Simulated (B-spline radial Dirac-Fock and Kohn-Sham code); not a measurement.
Te²⁺ in the configuration [Kr] 4d10 5s2 5p2, inside a Watson sphere of charge −2 and radius 2.7 Å that stands in for a crystal. Level of theory: independent-particle Coulomb rates on relativistic LDA orbitals, configuration-average energies from Dirac–Fock; calculated with a B-spline radial code.

Predict the main features of the following plot. Auger groups that fill an L3 (2p3/2) hole, as sticks. Kinetic energies count from the vacuum level; very weak lines are left out.

The strongest group is L3-M4M5 at 3.118 keV (22 % of the non-radiative width), followed by L3-M5M5 at 3.129 keV (15 %), L3-M3M5 at 2.886 keV (11 %), L3-M3M4 at 2.873 keV (7.6 %). The lines shown span 2.453 keV to 3.691 keV.

The computed plot:

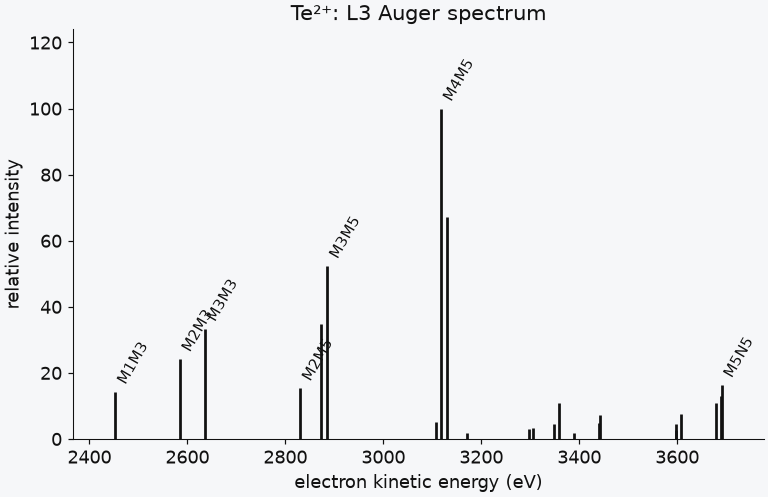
